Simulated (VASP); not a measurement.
# How SCF threshold and SCF solver change a VASP run on FeO (Wuestite), part 2 of 3

Aim: find what the SCF threshold and SCF solver change for FeO (Wuestite), and what they cost. The series runs use LDA. The start is a cell from a database of measured crystal structures.

VASP 6.6.1; LDA, spin-polarised from a ferromagnetic start (one magnetic atom a cell); plane waves and PAW (Fe, O).

Still holding for the runs below: The cell holds one magnetic atom, so no antiferromagnetic order fits into it. The k-mesh is coarse for a metal. Oxides and halides of Fe are often magnetic insulators, and a metal at this level, without U or exact exchange, may be an artefact.

So far. Step 5 (SCF threshold: EDIFF = 1E-05): Against the run before the energy moves by -0.02 meV an atom and the pressure by -0.42 GPa, after 15 cycles in 5 s.

The database entry behind the starting cell differs from later determinations by our own check (inexact against later determinations), so it need not match the best structure at ambient conditions.

## (6) SCF threshold: EDIFF = 1E-06

Contents of INCAR:

```
SYSTEM = FeO
PREC = Accurate
ENCUT = 520
EDIFF = 1E-06
NELM = 100
ISMEAR = -1
SIGMA = 0.05
LREAL = .FALSE.
ALGO = Normal
GGA = CA
NBANDS = 16
ISPIN = 2
MAGMOM = 3 0
LASPH = .TRUE.
LMAXMIX = 4
LORBIT = 11
LWAVE = .FALSE.
LCHARG = .FALSE.
KPAR = 2
ISIF = 2
```

Contents of POSCAR:

```
FeO
1.0
    0.0000000000      2.1554000000      2.1554000000
    2.1554000000      0.0000000000      2.1554000000
    2.1554000000      2.1554000000      0.0000000000
Fe O
1 1
Direct
    0.0000000000      0.0000000000      0.0000000000
    0.5000000000      0.5000000000      0.5000000000
```

Contents of KPOINTS:

```
Automatic mesh
0
Gamma
9 9 9
0 0 0
```

Potentials, in the order of the species: Fe and O (PBE family, release 64).

Run with:

```sh
$ mpirun -np 2 vasp_std
```

Log:

```text
[... set-up lines as in an earlier step ...]
 entering main loop
       N       E                     dE             d eps       ncg     rms          rms(c)
[... 12 cycles as in an earlier step ...]
DAV:  13    -0.164547435412E+02   -0.23879E-04   -0.28708E-05  2880   0.634E-02    0.628E-02
DAV:  14    -0.164547283377E+02    0.15203E-04   -0.39988E-05  3352   0.109E-01    0.154E-02
DAV:  15    -0.164547270395E+02    0.12982E-05   -0.44768E-06  2760   0.251E-02    0.403E-03
DAV:  16    -0.164547269878E+02    0.51703E-07   -0.65741E-07  1248   0.106E-02
   1 F= -.16454727E+02 E0= -.16448720E+02  d E =-.120149E-01  mag=     3.9879
```

Elapsed: 5.4 s, on 2 MPI ranks of Intel Xeon 6975P-C (Granite Rapids), shared host; peak memory 0.26 GiB; 9.7 s of CPU time.

Parts of OUTCAR (step 6):

```text
  Total       -1.8774945     -1.8774945     -1.8774945      0.0000000      0.0000000     -0.0000000
  in kB     -150.2019708   -150.2019708   -150.2019708      0.0000000      0.0000000     -0.0000000
  external PRESSURE =    -150.2019708 kB  Pullay stress =       0.0000000 kB

 POSITION                                       TOTAL-FORCE (eV/Angst)
 -----------------------------------------------------------------------------------
      0.00000      0.00000      0.00000         0.000000     -0.000000      0.000000
      2.15540      2.15540      2.15540        -0.000000      0.000000      0.000000
 -----------------------------------------------------------------------------------
    total drift:                                0.000000     -0.000000      0.000000

  FREE ENERGIE OF THE ION-ELECTRON SYSTEM (eV)
  ---------------------------------------------------
  free  energy   TOTEN  =       -16.4547269878 eV

  energy  without entropy=      -16.4427120406  energy(sigma->0) =      -16.44871951

 magnetization (x)
# of ion       s       p       d       tot
------------------------------------------
    1        0.024   0.021   3.526   3.571
    2        0.030   0.284   0.000   0.314
--------------------------------------------------
tot          0.055   0.304   3.526   3.885

[... 2 parts as in an earlier step ...]

[... 1 further part left out ...]
[key lines of the parts left out:]
E-fermi :   5.6692
```

Against the run before the energy stays within 0.01 meV an atom; the pressure moves by +0.10 GPa, after 16 cycles in 5.4 s.

## (7) SCF threshold: EDIFF = 1E-08

INCAR, as its differences from that of step 6:

```diff
@@ -3,3 +3,3 @@
 ENCUT = 520
-EDIFF = 1E-06
+EDIFF = 1E-08
 NELM = 100
```

POSCAR is that of step 6.

KPOINTS is that of step 6.

Run with:

```sh
$ mpirun -np 2 vasp_std
```

Log:

```text
[... set-up lines as in an earlier step ...]
 entering main loop
       N       E                     dE             d eps       ncg     rms          rms(c)
[... 14 cycles as in an earlier step ...]
DAV:  15    -0.164547270501E+02    0.12876E-05   -0.45895E-06  3168   0.251E-02    0.400E-03
DAV:  16    -0.164547269923E+02    0.57785E-07   -0.57203E-07  2992   0.983E-03    0.148E-03
DAV:  17    -0.164547269894E+02    0.29731E-08   -0.77098E-08  2976   0.506E-03
   1 F= -.16454727E+02 E0= -.16448719E+02  d E =-.120151E-01  mag=     3.9879
```

Elapsed: 5.8 s, on 2 MPI ranks; peak memory 0.26 GiB; 10 s of CPU time.

OUTCAR, selected parts (step 7):

```text
  Total       -1.8751639     -1.8751639     -1.8751639      0.0000000      0.0000000      0.0000000
  in kB     -150.0155187   -150.0155187   -150.0155187      0.0000000      0.0000000      0.0000000
  external PRESSURE =    -150.0155187 kB  Pullay stress =       0.0000000 kB

 POSITION                                       TOTAL-FORCE (eV/Angst)
 -----------------------------------------------------------------------------------
      0.00000      0.00000      0.00000        -0.000000     -0.000000     -0.000000
      2.15540      2.15540      2.15540         0.000000      0.000000      0.000000
 -----------------------------------------------------------------------------------
    total drift:                                0.000000     -0.000000      0.000000

  FREE ENERGIE OF THE ION-ELECTRON SYSTEM (eV)
  ---------------------------------------------------
  free  energy   TOTEN  =       -16.4547269894 eV

  energy  without entropy=      -16.4427118445  energy(sigma->0) =      -16.44871942

[... 3 parts as in an earlier step ...]

[... 1 further part left out ...]
[key lines of the parts left out:]
E-fermi :   5.6691
```

Against the run before the energy stays within 0.01 meV an atom; the pressure moves by +0.02 GPa, after 17 cycles in 5.8 s.

## (8) The SCF threshold series as a table

This step: convergence of LDA results with the threshold; plane waves and PAW (VASP 6.6.1).

No new run; the numbers come from the runs before.

Differences are taken from the run with EDIFF = 1E-08. Results of the series, by row:

| setting | status | energy less the reference (meV/atom) | pressure (GPa) | moment (μB) | SCF cycles | wall time (s) |
| --- | --- | --- | --- | --- | --- | --- |
| EDIFF = 0.01 | converged | 0.3705 | -13.65 | 4.003 | 10 | 3.8 |
| EDIFF = 0.001 | converged | -0.02494 | -13.95 | 3.979 | 11 | 4 |
| EDIFF = 1E-04 | converged | 0.01965 | -14.7 | 3.984 | 12 | 4.4 |
| EDIFF = 1E-05 | converged | -6.45e-4 | -15.12 | 3.988 | 15 | 5 |
| EDIFF = 1E-06 | converged | -4.50e-5 | -15.02 | 3.988 | 16 | 5.4 |
| EDIFF = 1E-08 | converged | 0 | -15 | 3.988 | 17 | 5.8 |

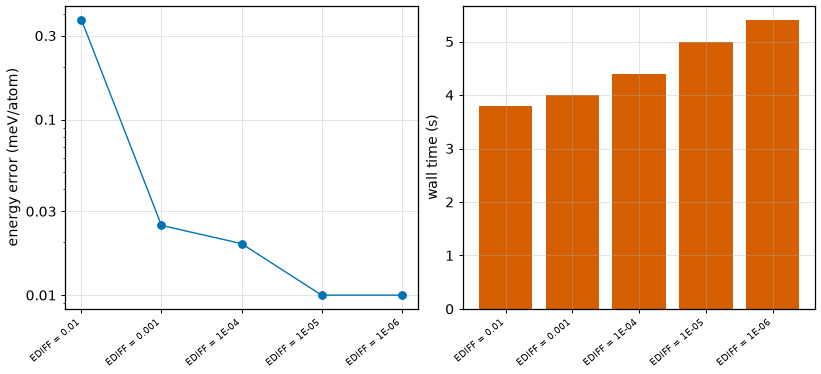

The energy error in size, against the reference run (errors under 0.01 are drawn at 0.01), and the wall time by setting.

## (9) SCF solver: ALGO = Normal

This step: LDA, spin-polarised from a ferromagnetic start (one magnetic atom a cell); plane waves and PAW (Fe, O) (VASP 6.6.1).

All solvers should reach one answer; they differ in cycles and robustness.

INCAR, as its differences from that of step 7:

```diff
@@ -3,3 +3,3 @@
 ENCUT = 520
-EDIFF = 1E-08
+EDIFF = 1E-06
 NELM = 100
```

POSCAR is that of step 7.

KPOINTS is that of step 7.

Run with:

```sh
$ mpirun -np 2 vasp_std
```

Log:

```text
[... set-up lines as in an earlier step ...]
 entering main loop
       N       E                     dE             d eps       ncg     rms          rms(c)
[... 16 cycles as in an earlier step ...]
   1 F= -.16454727E+02 E0= -.16448720E+02  d E =-.120149E-01  mag=     3.9879
```

Run time: 5.4 s. Hardware: 2 MPI ranks; peak memory 0.26 GiB; 9.7 s of CPU time.

From OUTCAR (step 9):

```text
   NELECT =      14.0000    total number of electrons

 E-fermi :   5.6692

 spin component 1
 k-point     1 :       0.0000    0.0000    0.0000
  band No.  band energies     occupation
    ...
      5       2.0842      1.00000
      6       2.0842      1.00000
      7       2.0842      1.00000
      8       2.3543      1.00000
      9       2.3543      1.00000
     10       5.9211      0.00645
     11      21.0888      0.00000
     12      22.6961      0.00000
     13      22.6961      0.00000
     14      22.6961      0.00000
    ...

 k-point     2 :       0.1111    0.0000    0.0000
  band No.  band energies     occupation
    ...
      5       2.2029      1.00000
      6       2.2029      1.00000
      7       2.4785      1.00000
      8       3.2543      1.00000
      9       3.2543      1.00000
     10       6.7245      0.00000
     11      19.2508      0.00000
     12      22.2700      0.00000
     13      22.2700      0.00000
     14      23.4489      0.00000
    ...

[... 13 parts as in an earlier step ...]

[... 14 further parts left out ...]
```

This step gave:

```
SCF cycles : 16
pressure   : -15.02 GPa
```

The series starts at -8.2244 eV an atom and -15.02 GPa, after 16 cycles in 5.4 s.

## (10) SCF solver: ALGO = Fast

INCAR, as its differences from that of step 9:

```diff
@@ -8,3 +8,3 @@
 LREAL = .FALSE.
-ALGO = Normal
+ALGO = Fast
 GGA = CA
```

POSCAR is that of step 9.

KPOINTS is that of step 9.

Run with:

```sh
$ mpirun -np 2 vasp_std
```

Log:

```text
[... set-up lines as in an earlier step ...]
 entering main loop
       N       E                     dE             d eps       ncg     rms          rms(c)
[... 5 cycles as in an earlier step ...]
RMM:   6    -0.174014611686E+02    0.14340E+01   -0.67813E+00  2562   0.260E+01    0.201E+01
RMM:   7    -0.165216157337E+02    0.87985E+00   -0.10588E+00  2518   0.112E+01    0.925E+00
RMM:   8    -0.164857793884E+02    0.35836E-01   -0.37107E-02  2682   0.156E+00    0.547E+00
RMM:   9    -0.164489706927E+02    0.36809E-01   -0.76057E-02  2724   0.177E+00    0.280E+00
[...]
RMM:  15    -0.164547322660E+02    0.13811E-05   -0.68539E-06  2537   0.229E-02    0.188E-02
RMM:  16    -0.164547274656E+02    0.48004E-05   -0.41128E-06  2464   0.191E-02    0.817E-03
RMM:  17    -0.164547270411E+02    0.42455E-06   -0.25621E-06  1809   0.137E-02
   1 F= -.16454727E+02 E0= -.16448721E+02  d E =-.120111E-01  mag=     3.9880
```

Run time: 5.8 s. Hardware: 2 MPI ranks; peak memory 0.26 GiB.

Parts of OUTCAR (step 10):

```text
  Total       -1.8803152     -1.8803152     -1.8803152     -0.0000000      0.0000000     -0.0000000
  in kB     -150.4276297   -150.4276297   -150.4276297     -0.0000000      0.0000000     -0.0000000
  external PRESSURE =    -150.4276297 kB  Pullay stress =       0.0000000 kB

 POSITION                                       TOTAL-FORCE (eV/Angst)
 -----------------------------------------------------------------------------------
      0.00000      0.00000      0.00000        -0.000000      0.000000      0.000000
      2.15540      2.15540      2.15540         0.000000     -0.000000     -0.000000
 -----------------------------------------------------------------------------------
    total drift:                                0.000000     -0.000000      0.000000

  FREE ENERGIE OF THE ION-ELECTRON SYSTEM (eV)
  ---------------------------------------------------
  free  energy   TOTEN  =       -16.4547270411 eV

  energy  without entropy=      -16.4427159359  energy(sigma->0) =      -16.44872149

[... 3 parts as in an earlier step ...]

[... 1 further part left out ...]
[key lines of the parts left out:]
E-fermi :   5.6695
```

Against the first of the series the energy stays within 0.01 meV an atom; the pressure moves by -0.02 GPa, after 17 cycles in 5.8 s.

## (11) SCF solver: ALGO = VeryFast

INCAR, as its differences from that of step 10:

```diff
@@ -8,3 +8,3 @@
 LREAL = .FALSE.
-ALGO = Fast
+ALGO = VeryFast
 GGA = CA
```

POSCAR is that of step 10.

KPOINTS is that of step 10.

Run with:

```sh
$ mpirun -np 2 vasp_std
```

Log:

```text
[... set-up lines as in an earlier step ...]
 entering main loop
       N       E                     dE             d eps       ncg     rms          rms(c)
RMM:   1     0.101496594236E+03    0.10150E+03   -0.39990E+03  1120   0.784E+02
RMM:   2     0.637596992864E+01   -0.95121E+02   -0.85895E+02  1120   0.194E+02
RMM:   3    -0.120453592075E+02   -0.18421E+02   -0.11397E+02  1120   0.887E+01
RMM:   4    -0.175044142622E+02   -0.54591E+01   -0.26268E+01  1120   0.590E+01
[...]
RMM:  21    -0.164547305141E+02   -0.10302E-06   -0.27023E-05  2641   0.384E-02    0.224E-02
RMM:  22    -0.164547270915E+02    0.34226E-05   -0.15942E-06  2266   0.153E-02    0.400E-03
RMM:  23    -0.164547269951E+02    0.96353E-07   -0.43512E-07  1624   0.610E-03
   1 F= -.16454727E+02 E0= -.16448720E+02  d E =-.120147E-01  mag=     3.9880
```

It took 7 s on 2 MPI ranks; peak memory 0.26 GiB.

Parts of OUTCAR (step 11):

```text
  Total       -1.8787508     -1.8787508     -1.8787508     -0.0000000      0.0000000      0.0000000
  in kB     -150.3024770   -150.3024770   -150.3024770     -0.0000000      0.0000000      0.0000000
  external PRESSURE =    -150.3024770 kB  Pullay stress =       0.0000000 kB

  FREE ENERGIE OF THE ION-ELECTRON SYSTEM (eV)
  ---------------------------------------------------
  free  energy   TOTEN  =       -16.4547269951 eV

  energy  without entropy=      -16.4427123021  energy(sigma->0) =      -16.44871965

[... 4 parts as in an earlier step ...]

[... 1 further part left out ...]
[key lines of the parts left out:]
E-fermi :   5.6693
```

Against the first of the series the energy stays within 0.01 meV an atom; the pressure moves by -0.01 GPa, after 23 cycles in 7 s.

## (12) SCF solver: ALGO = All

INCAR, as its differences from that of step 11:

```diff
@@ -8,3 +8,3 @@
 LREAL = .FALSE.
-ALGO = VeryFast
+ALGO = All
 GGA = CA
```

POSCAR is that of step 11.

KPOINTS is that of step 11.

Run with:

```sh
$ mpirun -np 2 vasp_std
```

Log:

```text
[... set-up lines as in an earlier step ...]
 entering main loop
       N       E                     dE             d eps       ncg     rms           ort
DAV:   1     0.598694620451E+02    0.59869E+02   -0.82498E+03   560   0.125E+03
DAV:   2    -0.151230885675E+02   -0.74993E+02   -0.64744E+02   560   0.213E+02
DAV:   3    -0.188092070469E+02   -0.36861E+01   -0.36042E+01   560   0.501E+01
DAV:   4    -0.188352306196E+02   -0.26024E-01   -0.26019E-01   560   0.412E+00
DAV:   5    -0.188354746278E+02   -0.24401E-03   -0.24401E-03   560   0.416E-01
SDA:   6    -0.754434870976E+01    0.11291E+02   -0.24401E-03   560   0.500E+02   0.000E+00
 gam= 0.000 g(H,U,f)=  0.156E+02 0.305E+02 0.386E+01 ort(H,U,f) = 0.000E+00 0.000E+00 0.000E+00
 gam= 0.000 trial= 0.400  step=  0.3243 mean=  0.4000
CGA:   7    -0.155715406510E+02   -0.80272E+01   -0.81113E+01   560   0.232E+01   0.123E+01
 gam= 0.046 g(H,U,f)=  0.141E+01 0.893E+00 0.164E-01 ort(H,U,f) =-0.399E+01 0.525E+01-0.234E-01
 gam= 0.046 trial= 0.392  step=  0.6064 mean=  0.3924
[...]
gam= 0.184 trial= 0.497  step=  0.6952 mean=  0.4971
CGA:  15    -0.164546797142E+02   -0.20744E-03   -0.20713E-03   560   0.127E-03   0.251E-05
 gam= 0.212 g(H,U,f)=  0.113E-03 0.129E-04 0.117E-05 ort(H,U,f) =-0.535E-05 0.112E-04-0.332E-05
 gam= 0.212 trial= 0.517  step=  0.5538 mean=  0.5169
CGA:  16    -0.164547149474E+02   -0.35233E-04   -0.35232E-04   560   0.256E-04   0.596E-07
 gam= 0.202 g(H,U,f)=  0.181E-04 0.532E-05 0.221E-05 ort(H,U,f) = 0.182E-05-0.138E-05-0.376E-06
 gam= 0.202 trial= 0.521  step=  0.6025 mean=  0.5206
CGA:  17    -0.164547226570E+02   -0.77096E-05   -0.77105E-05   560   0.772E-05  -0.989E-08
 gam= 0.302 g(H,U,f)=  0.516E-05 0.224E-05 0.328E-06 ort(H,U,f) =-0.248E-05 0.164E-05 0.830E-06
 gam= 0.302 trial= 0.529  step=  0.8211 mean=  0.5288
CGA:  18    -0.164547258310E+02   -0.31740E-05   -0.31702E-05   560   0.211E-05   0.305E-07
 gam= 0.273 g(H,U,f)=  0.172E-05 0.243E-06 0.148E-06 ort(H,U,f) =-0.122E-05 0.874E-06 0.379E-06
 gam= 0.273 trial= 0.558  step=  0.7809 mean=  0.5580
CGA:  19    -0.164547266580E+02   -0.82699E-06   -0.82584E-06   560   0.759E-06   0.136E-07
 gam= 0.360 g(H,U,f)=  0.427E-06 0.243E-06 0.885E-07 ort(H,U,f) =-0.194E-06 0.247E-07 0.183E-06
 gam= 0.360 trial= 0.580  step=  0.6088 mean=  0.5803
 final diagonalization occupied
   1 F= -.16454727E+02 E0= -.16448722E+02  d E =-.120093E-01  mag=     3.9880
```

The job ended after 6.2 s (2 MPI ranks; peak memory 0.29 GiB).

From OUTCAR (step 12):

```text
  Total       -1.8768465     -1.8768465     -1.8768465      0.0000000      0.0000000     -0.0000000
  in kB     -150.1501301   -150.1501301   -150.1501301      0.0000000      0.0000000     -0.0000000
  external PRESSURE =    -150.1501301 kB  Pullay stress =       0.0000000 kB

  FREE ENERGIE OF THE ION-ELECTRON SYSTEM (eV)
  ---------------------------------------------------
  free  energy   TOTEN  =       -16.4547266580 eV

  energy  without entropy=      -16.4427173808  energy(sigma->0) =      -16.44872202

[... 4 parts as in an earlier step ...]

[... 1 further part left out ...]
[key lines of the parts left out:]
E-fermi :   5.6695
```

Against the first of the series the energy stays within 0.01 meV an atom; the pressure moves by +0.01 GPa, after 19 cycles in 6.2 s.

## (13) SCF solver: ALGO = Damped

INCAR, as its differences from that of step 12:

```diff
@@ -8,3 +8,3 @@
 LREAL = .FALSE.
-ALGO = All
+ALGO = Damped
 GGA = CA
```

POSCAR is that of step 12.

KPOINTS is that of step 12.

Run with:

```sh
$ mpirun -np 2 vasp_std
```

Log:

```text
[... set-up lines as in an earlier step ...]
 entering main loop
       N       E                     dE             d eps       ncg     rms           ort
DAV:   1     0.124754397946E+03    0.12475E+03   -0.74152E+03   560   0.125E+03
DAV:   2     0.295555793951E+01   -0.12180E+03   -0.10698E+03   560   0.272E+02
DAV:   3    -0.162281634871E+02   -0.19184E+02   -0.17136E+02   560   0.110E+02
DAV:   4    -0.186182852145E+02   -0.23901E+01   -0.23197E+01   560   0.423E+01
[...]
DMP:  23    -0.164547242982E+02   -0.21720E-05   -0.30500E-05   560   0.669E-05   0.246E-05
DMP:  24    -0.164547262917E+02   -0.19935E-05   -0.61461E-06   560   0.652E-06   0.232E-05
DMP:  25    -0.164547266093E+02   -0.31767E-06   -0.36715E-06   560   0.903E-06   0.378E-07
 final diagonalization occupied
   1 F= -.16454727E+02 E0= -.16448715E+02  d E =-.120229E-01  mag=     3.9878
```

The job ended after 6.2 s (2 MPI ranks; peak memory 0.29 GiB).

Parts of OUTCAR (step 13):

```text
  Total       -1.8753974     -1.8753974     -1.8753974     -0.0000000      0.0000000      0.0000000
  in kB     -150.0341991   -150.0341991   -150.0341991     -0.0000000      0.0000000      0.0000000
  external PRESSURE =    -150.0341991 kB  Pullay stress =       0.0000000 kB

  FREE ENERGIE OF THE ION-ELECTRON SYSTEM (eV)
  ---------------------------------------------------
  free  energy   TOTEN  =       -16.4547266093 eV

  energy  without entropy=      -16.4427037327  energy(sigma->0) =      -16.44871517

 magnetization (x)
# of ion       s       p       d       tot
------------------------------------------
    1        0.024   0.021   3.526   3.571
    2        0.030   0.283   0.000   0.314
--------------------------------------------------
tot          0.055   0.304   3.526   3.884

[... 3 parts as in an earlier step ...]

[... 1 further part left out ...]
[key lines of the parts left out:]
E-fermi :   5.6689
```

Against the first of the series the energy stays within 0.01 meV an atom; the pressure moves by +0.02 GPa, after 25 cycles in 6.2 s.

## (14) SCF solver: AMIX = 0.1, BMIX = 0.01

INCAR, as its differences from that of step 13:

```diff
@@ -8,3 +8,3 @@
 LREAL = .FALSE.
-ALGO = Damped
+ALGO = Normal
 GGA = CA
@@ -20 +20,3 @@
 ISIF = 2
+AMIX = 0.1
+BMIX = 0.01
```

POSCAR is that of step 13.

KPOINTS is that of step 13.

Run with:

```sh
$ mpirun -np 2 vasp_std
```

Log:

```text
[... set-up lines as in an earlier step ...]
 entering main loop
       N       E                     dE             d eps       ncg     rms          rms(c)
[... 5 cycles as in an earlier step ...]
DAV:   6    -0.172470928470E+02    0.15884E+01   -0.10953E+00  2968   0.175E+01    0.144E+01
DAV:   7    -0.164998485205E+02    0.74724E+00   -0.25028E+00  3120   0.265E+01    0.129E+01
DAV:   8    -0.165072244380E+02   -0.73759E-02   -0.16756E-01  2496   0.333E+00    0.105E+01
DAV:   9    -0.164698382967E+02    0.37386E-01   -0.21735E-02  2824   0.155E+00    0.636E+00
[...]
DAV:  13    -0.164547498599E+02    0.68405E-04   -0.31527E-04  3288   0.327E-01    0.773E-02
DAV:  14    -0.164547264887E+02    0.23371E-04   -0.36621E-05  2720   0.841E-02    0.197E-02
DAV:  15    -0.164547262999E+02    0.18878E-06   -0.10244E-06  1792   0.216E-02
   1 F= -.16454726E+02 E0= -.16448718E+02  d E =-.120159E-01  mag=     3.9880
```

It took 5 s on 2 MPI ranks; peak memory 0.26 GiB; 9.1 s of CPU time.

Parts of OUTCAR (step 14):

```text
  Total       -1.8747428     -1.8747428     -1.8747428      0.0000000     -0.0000000      0.0000000
  in kB     -149.9818297   -149.9818297   -149.9818297      0.0000000     -0.0000000      0.0000000
  external PRESSURE =    -149.9818297 kB  Pullay stress =       0.0000000 kB

 POSITION                                       TOTAL-FORCE (eV/Angst)
 -----------------------------------------------------------------------------------
      0.00000      0.00000      0.00000         0.000000      0.000000      0.000000
      2.15540      2.15540      2.15540        -0.000000     -0.000000     -0.000000
 -----------------------------------------------------------------------------------
    total drift:                                0.000000     -0.000000     -0.000000

  FREE ENERGIE OF THE ION-ELECTRON SYSTEM (eV)
  ---------------------------------------------------
  free  energy   TOTEN  =       -16.4547262999 eV

  energy  without entropy=      -16.4427103614  energy(sigma->0) =      -16.44871833

[... 3 parts as in an earlier step ...]

[... 1 further part left out ...]
[key lines of the parts left out:]
E-fermi :   5.6690
```

Against the first of the series the energy stays within 0.01 meV an atom; the pressure moves by +0.02 GPa, after 15 cycles in 5 s.

[end of part 2 of 3]

[Lines on the potential files, build, host, timing and source positions are cut from VASP's logs without a mark.]

[Logs are printed without paths, hosts, clocks, repeated set-up lines and the standing remarks that a program may print on its own settings, such as how far it seeks lower states.]

[Hosts, paths, dates, database ids (printed as entryN), source tags and the programs' standing remarks are cut or masked in the printed files.]

[A measured line is paired with the nearest computed mode of its activity, which favours agreement.]
